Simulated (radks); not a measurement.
**Atomic calculation for Mg⁺**

- system: Mg⁺ (Z = 12, 11 electrons) in the configuration [Ne] 3s1.
- method: non-relativistic Kohn-Sham, Slater X-alpha with alpha = 0.568, spin-unpolarised, spherical densities, point nucleus (the in-house radial solver radks)

### The input
```
Z 12
configuration [Ne] 3s1
relativity non-relativistic
functional xalpha 0.568
spin unpolarised
nucleus point
```

Energies in input and log are in hartree, lengths in bohr.

### Output
```
1s      1   2.0000         -45.76986243
2s      1   2.0000          -3.05174033
2p      1   6.0000          -1.87381504
3s      1   1.0000          -0.36275801
Etot -195.86867156159676
Ekin 195.86867156093587
Encl -470.25973504729274
Eh 90.66853076264039
Exc -12.146138837880269
err 4.5444767466219133e-10
it 14
```

### Orbitals

| orbital | occupation | energy (eV) | ⟨r⟩ (bohr) | outer maximum (bohr) |
| --- | --- | --- | --- | --- |
| 1s | 2 | −1245.5 | 0.1319 | 0.0859 |
| 2s | 2 | −83.042 | 0.7092 | 0.553 |
| 2p | 6 | −50.989 | 0.7014 | 0.481 |
| 3s | 1 | −9.871 | 2.904 | 2.42 |

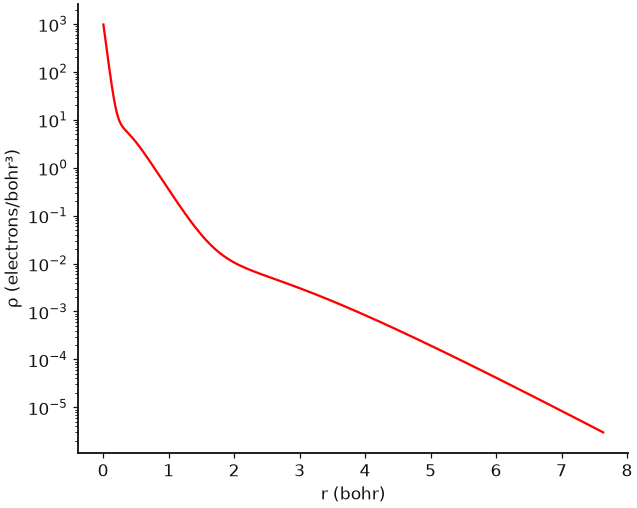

Fig. 1: The electron density ρ(r) on a logarithmic scale. The density falls from 970 electrons/bohr³ at the inner end (r = 0.0042 bohr) to 0.001 at r = 3.87 bohr, a common measure of the size of an atom or ion. The highest occupied orbital, 3s (⟨r⟩ = 2.90 bohr, −9.87 eV), is also the most diffuse and sets the fall-off far out: over the last part drawn ln ρ falls by 1.6 per bohr, against 2√(−2ε) = 1.7 for the pure exponential. At the nucleus d ln ρ/dr is −24 per bohr, near the cusp value −2Z = −24. The steps in the slope mark the shells; the radial density has its minima at 0.24 bohr.

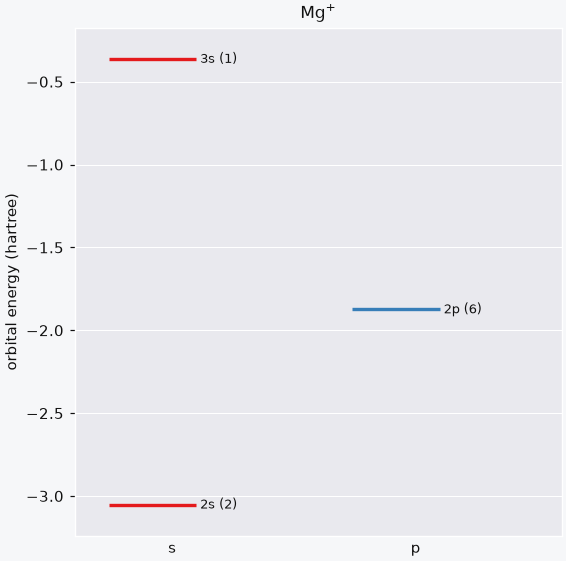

Fig. 2: The outer levels are drawn by angular momentum (occupations in brackets). The highest occupied level is 3s at −0.363 hartree. From the top down the occupied levels run 3s (−0.363 hartree), 2p (−1.87 hartree), 2s (−3.05 hartree). The measured ionisation energy (NIST) is 15.0 eV; minus the highest level, 9.87 eV, lies 34 % below it.

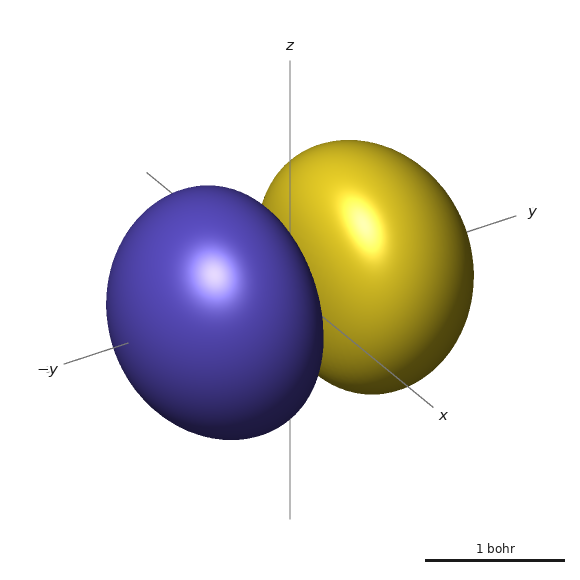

Fig. 3: One occupied orbital is shown. The surface of constant |ψ| that holds about 90 % of the electron is drawn, yellow where ψ is positive and blue where it is negative. The radial function comes from the spherical calculation and is multiplied by a real spherical harmonic; the overall sign is chosen so that the largest lobe of P(r) is positive. It is 2p(y). It has the nodal plane xz and no radial node. The maximum of P² lies at 0.481 bohr, ⟨r⟩ = 0.701 bohr, 90 % of the charge lies within 1.20 bohr, and the eigenvalue is −51.0 eV, with 6 electrons in the shell.

### Results in brief

- outcome: converged
- total energy: −195.868672 hartree
- kinetic energy: 195.868672 hartree
- electron–nucleus energy: −470.259735 hartree
- Hartree energy: 90.668531 hartree
- exchange–correlation energy: −12.146139 hartree
- radius at density 0.001 e/bohr³: 3.87 bohr
- SCF iterations: 14
- hardware: 1 CPU thread, shared host
